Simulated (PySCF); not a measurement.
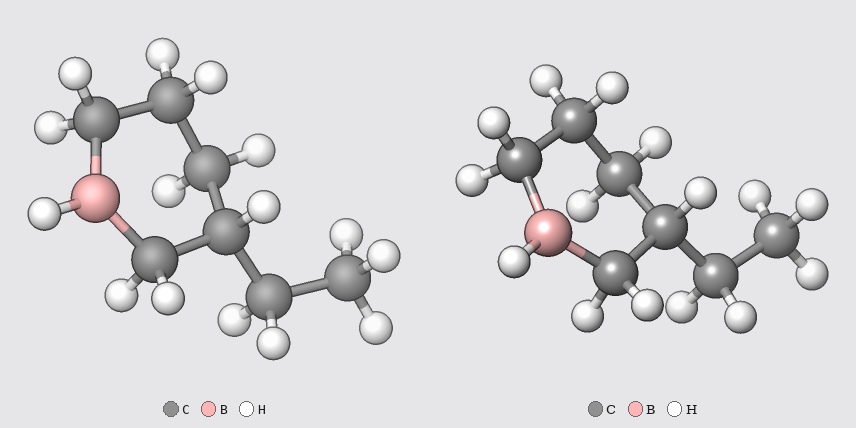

Two views of one molecule.

Describe the molecule.

The molecule is C₇H₁₅B. Its SMILES string is `CC[C@@H]1CBCCC1`. Independent rings (smallest set): 1 of 6 members. Among its groups: B–H bond. This geometry has C1 symmetry. Coordination: 7 C tetrahedral; 1 B trigonal planar.

The parts below concern this one geometry. Atoms keep their numbers from picture to picture. The geometry was computed by an optimisation with PBE0-D3(BJ)/def2-SVP. No frequency run is at hand to confirm it as a minimum.

Ring current

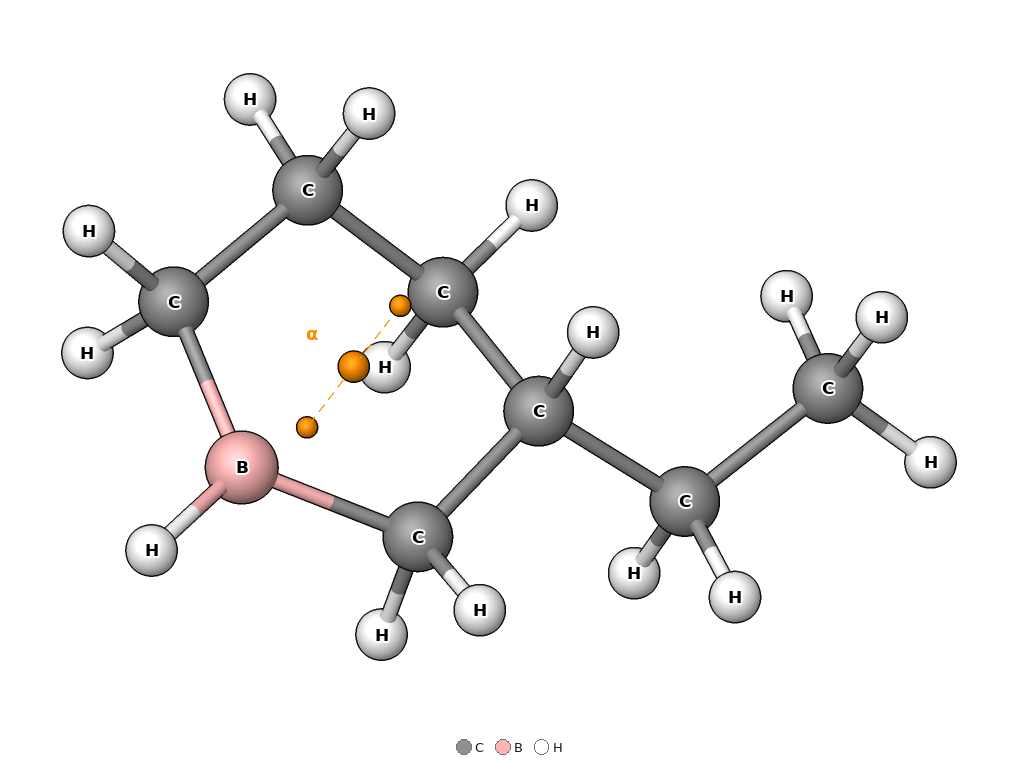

The small points mark where nucleus-independent chemical shifts (NICS) were computed: at the centre of each lettered ring and 1 Å above and below it. No frequency run is at hand to confirm it as a minimum. Properties computed with GIAO PBE0/pcSseg-1 NMR shielding, non-relativistic, gas phase (PySCF 2.14.0).

Give NICS(0), NICS(1) and the out-of-plane component NICS(1)zz for each ring (means of the two sides).

```
ring  members  NICS(0)  NICS(1)  NICS(1)zz
   α      C5B      1.8     −1.2        3.4
```

Values in ppm.

Question: What do the values say about the ring currents?

Answer: Ring α: weak, as in a non-aromatic ring. NICS is one index among several.

Electronic properties

No frequency run is at hand to confirm it as a minimum. Level of theory: ωB97X-D/def2-SVPD, gas phase (PySCF 2.14.0). Excitations: vertical, linear response.

What does the calculation give?

- dipole moment: 0.45 D
- HOMO energy (Kohn–Sham orbital): −9.75 eV
- LUMO energy (Kohn–Sham orbital): 1.26 eV
- HOMO–LUMO gap: 11.01 eV
- mean static polarisability: 95.1 bohr³
- lowest vertical singlet excitation: 5.90 eV
- its oscillator strength: 0.002
- brightest of the 10 lowest singlets: 7.97 eV
- its oscillator strength: 0.03

Core levels

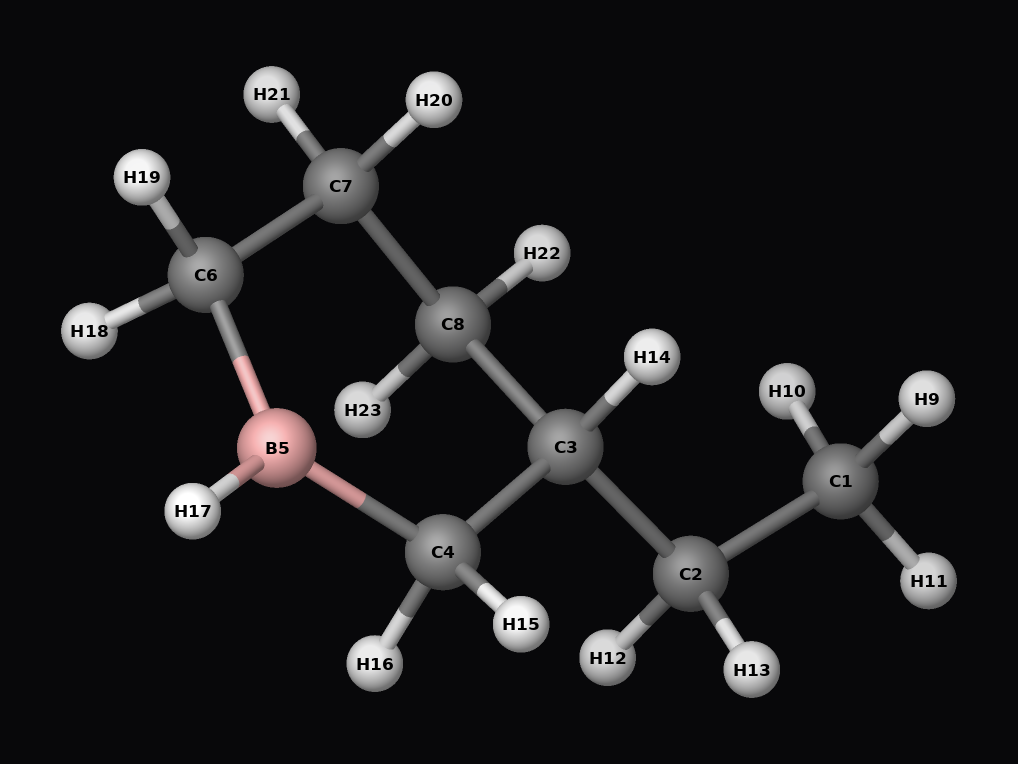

No frequency run is at hand to confirm it as a minimum. Method: delta-SCF UKS SCAN, pcX-2 on the ionised atom, pcseg-1 elsewhere, spin-free X2C (PySCF 2.14.0).

Give the core-electron binding energies (to vacuum) of C1 1s, C2 1s, C3 1s, C4 1s, B5 1s, C6 1s, C7 1s, C8 1s.

```tsv
atom	level	binding energy (eV)
C1	1s	290.4
C2	1s	290.2
C3	1s	290.2
C4	1s	289.7
B5	1s	195.4
C6	1s	289.9
C7	1s	290.3
C8	1s	290.1
```
